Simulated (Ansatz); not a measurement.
Process, species as SMILES: [SiH3][PH] (SiH3-PH) → [SiH3][PH-] (an electron is taken up)
B3LYP-D3(BJ)/def2-TZVP geometries, fixed; electronic energies without zero-point terms; positive where energy is released.

Basis-set convergence of the adiabatic electron affinity at r2SCAN with Ansatz (a program for electronic structure). All functions are spherical. The program fits the integrals of some runs and decomposes those of others, by size. Open shells are unrestricted. No added dispersion term, no relativity. Functions are those of the species that has most. Reference: the value in aug-pcseg-3, 1.751 eV, itself unsure by roughly 0.009 eV (its mean distance from aug-cc-pV(Q+d)Z, def2-QZVPPD). Deviations are taken from unrounded values.

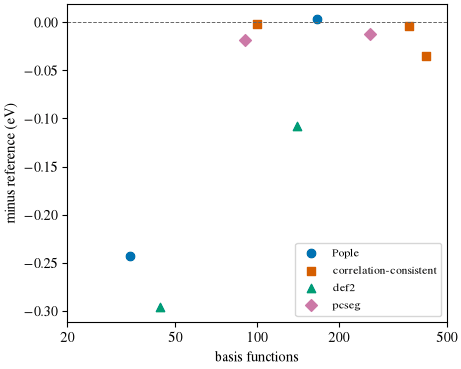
*Deviation from the reference against the number of basis functions, by family of sets.*

```json
[
 {"basis": "3-21G", "functions": "34", "adiabatic electron affinity (eV)": "1.508", "minus reference (eV)": "-0.243"},
 {"basis": "def2-SV(P)", "functions": "44", "adiabatic electron affinity (eV)": "1.454", "minus reference (eV)": "-0.296"},
 {"basis": "aug-pcseg-1", "functions": "90", "adiabatic electron affinity (eV)": "1.732", "minus reference (eV)": "-0.018"},
 {"basis": "aug-cc-pV(D+d)Z", "functions": "100", "adiabatic electron affinity (eV)": "1.749", "minus reference (eV)": "-0.002"},
 {"basis": "def2-TZVPP", "functions": "140", "adiabatic electron affinity (eV)": "1.643", "minus reference (eV)": "-0.108"},
 {"basis": "6-311++G(3df,3pd)", "functions": "166", "adiabatic electron affinity (eV)": "1.754", "minus reference (eV)": "0.004"},
 {"basis": "pcseg-3", "functions": "260", "adiabatic electron affinity (eV)": "1.738", "minus reference (eV)": "-0.012"},
 {"basis": "aug-cc-pV(Q+d)Z", "functions": "362", "adiabatic electron affinity (eV)": "1.747", "minus reference (eV)": "-0.003"},
 {"basis": "cc-pV(5+d)Z", "functions": "420", "adiabatic electron affinity (eV)": "1.716", "minus reference (eV)": "-0.035"}
]
```
